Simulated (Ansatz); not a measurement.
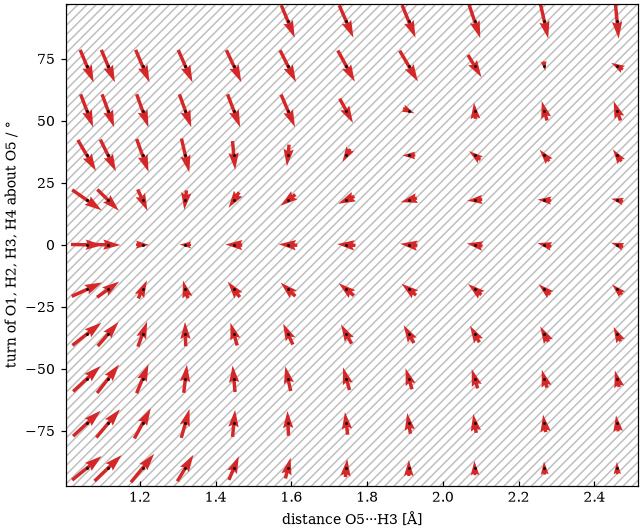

H5O3, charge +1. The turn is about an axis along (−0.89, −0.44, −0.13) in the frame of the relaxed pair, normal to the line between the partners. Coordinates scanned: (1) distance O5···H3; (2) turn of O1, H2, H3, H4 about O5. The scan uses an 11 × 11 grid. At 5 points there is no value (left out of the scan, as a rule where atoms come close). Points are written as (first, second). Theory: RKS PBE0-D4/def2-TZVPD (Ansatz 0.2.0).

Drawn: dots at the grid points, arrows along the force (downhill), their lengths compressed, hatched blanks where no value was computed.

Question: The arrows alone are given. Where are the wells?

Answer: The arrows converge at about (1.262 Å, 0°); (2.268 Å, 72°) (13 kcal/mol up) (read from the interpolated surface).

The energy map of the same scan:

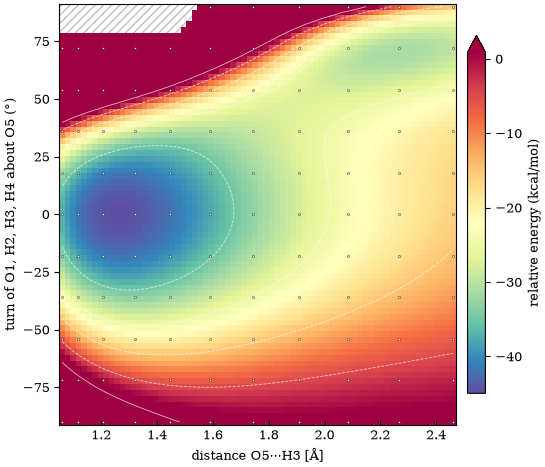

Energies are in kcal/mol, from the ion and the molecule far apart, frozen as in the relaxed pair, each in its own basis (no counterpoise correction); between grid points the surface is interpolated.
